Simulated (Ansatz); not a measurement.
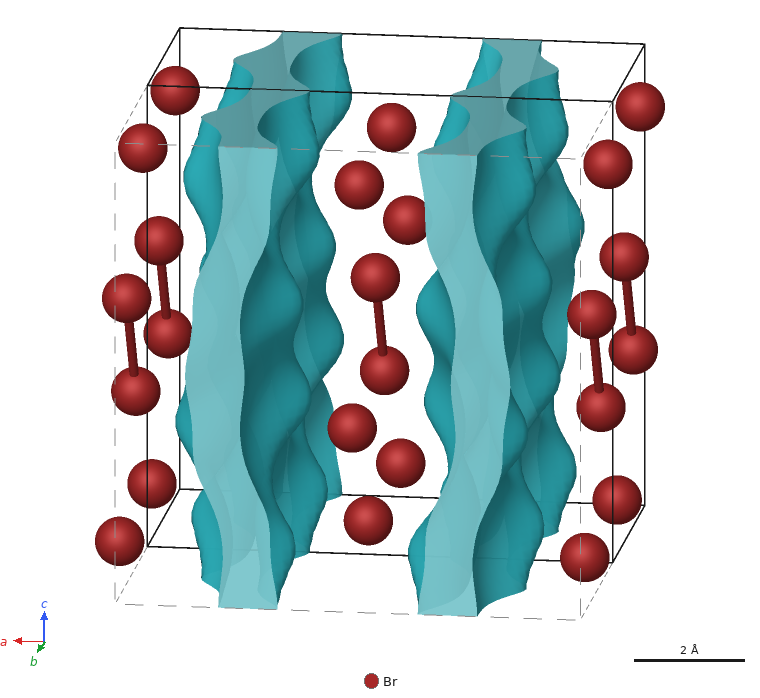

Crystal voids of Br (Cmce, No. 64): the teal surface encloses the regions where the procrystal electron density, the sum of the densities of spherically averaged neutral Hartree-Fock atoms, is below 0.002 e/bohr³ (1×2×1 cells, view from a free direction). No self-consistent density enters. Pale faces close the region where the drawn box cuts it.

The cell is taken from the end point of a relaxation with DFT PBE, scalar-relativistic, plane waves, PAW (Ansatz).

Space group Cmce (No. 64). a = 8.596 Å, b = 4.270 Å, c = 8.713 Å, α = 90.00°, β = 90.00°, γ = 90.00°
| atom | site | symmetry | x | y | z |
| --- | --- | --- | --- | --- | --- |
| Br | 8f | m.. | 0.0000 | 0.6417 | 0.6184 |

**What share of the cell is void by this measure?**

The voids take about 22 % of the cell (70 Å³ of 319.8 Å³) and are bounded by about 170 Å² of surface per cell.

**Are the voids connected in the whole crystal?**

Where they connect, they form a two-dimensional network in layers parallel to (100).

**How low does the density fall, and where?**

To about 0.00082 e/bohr³ near 0.21, 0.12, 0.62 (fractional), 2.5 Å from the nearest nucleus.

**At what density do the voids first join through the crystal?**

At about 0.00094 e/bohr³, as a two-dimensional network in layers parallel to (100).
